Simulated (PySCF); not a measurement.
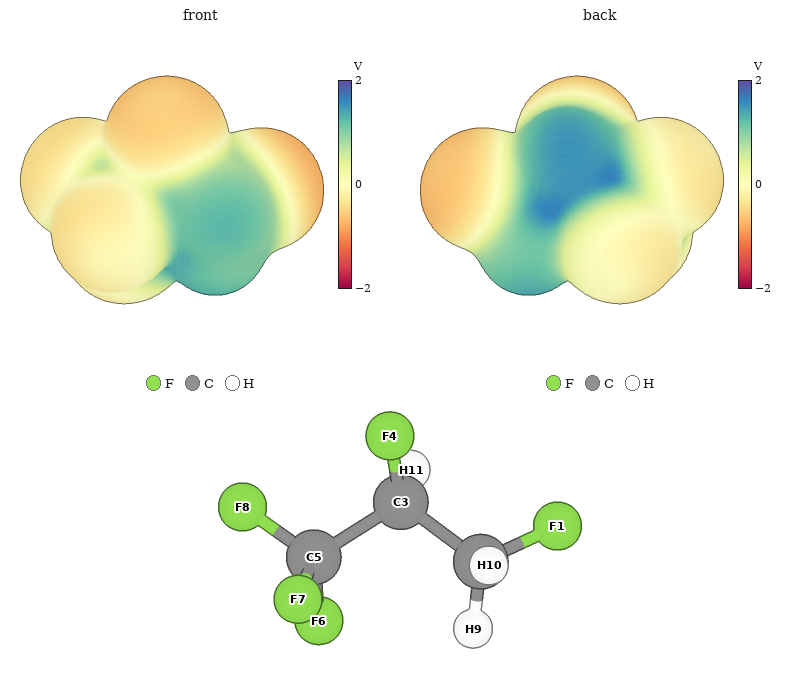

Figure. C3H3F5 (SMILES FC[C@H](F)C(F)(F)F). The molecular electrostatic potential painted on the density surface at 0.002 e/bohr³, seen from the front and from behind; the colour scale runs from red (negative) to blue (positive). The bare structure is drawn below in the same view.

Geometry: GFN2-xTB, NEB image 0 of 0 to 8.

The calculation used PySCF, PBE0/pcSseg-1, SCF density, gas phase, non-relativistic.

| atom | x (Å) | y (Å) | z (Å) |
| --- | --- | --- | --- |
| F | -2.3625 | -0.4676 | -0.1366 |
| C | -1.2538 | 0.3132 | 0.0036 |
| C | -0.0278 | -0.5663 | 0.2543 |
| F | 0.1149 | -0.8282 | 1.5888 |
| C | 1.2530 | 0.1342 | -0.2242 |
| F | 1.1982 | 0.3541 | -1.5458 |
| F | 1.4245 | 1.3227 | 0.3593 |
| F | 2.3422 | -0.5926 | 0.0088 |
| H | -1.1406 | 0.8816 | -0.9250 |
| H | -1.4203 | 0.9820 | 0.8541 |
| H | -0.1224 | -1.5304 | -0.2632 |

Q: Describe the electrostatic potential map.

A: The most negative region (about −0.7 V) lies over F1, the most positive (about +1.6 V) over C2, C3, C5 and H11.
